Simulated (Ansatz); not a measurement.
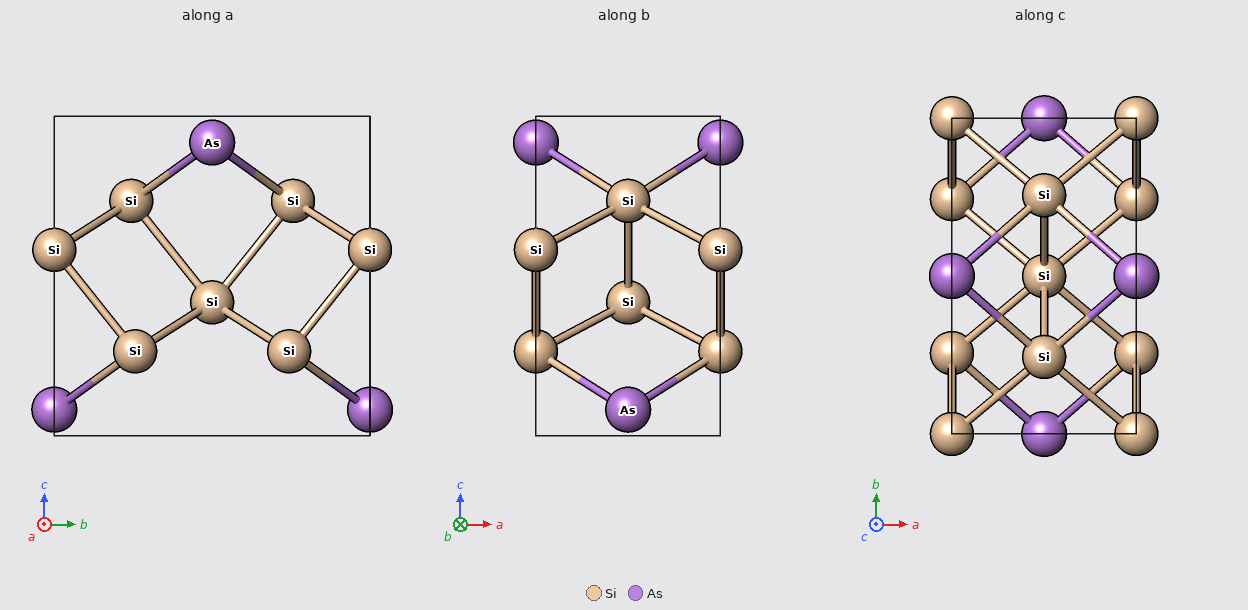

Ball-and-stick representation of a periodic structure, projected along the a axis, along the b axis and along the c axis. The edges of the conventional unit cell are marked.

Lattice parameters: a = 3.592 Å, b = 6.146 Å, c = 6.220 Å, α = 90.00°, β = 90.00°, γ = 90.00°.

Question: Transcribe the picture into a table of Wyckoff sites, with free fractional coordinates to two decimals.

Answer: Space group Pmmn:1 (No. 59).
| atom | site | x | y | z |
| --- | --- | --- | --- | --- |
| Si | 4e | 0.50 | 0.24 | 0.74 |
| Si | 2a | 0.00 | 0.00 | 0.58 |
| As | 2b | 0.50 | 0.00 | 0.08 |

Its origin is a structure type filled with these elements by a generator (whether the compound takes this form wasn't checked). Atoms and cell were optimised with DFT PBE, scalar-relativistic, plane waves, PAW in Ansatz.
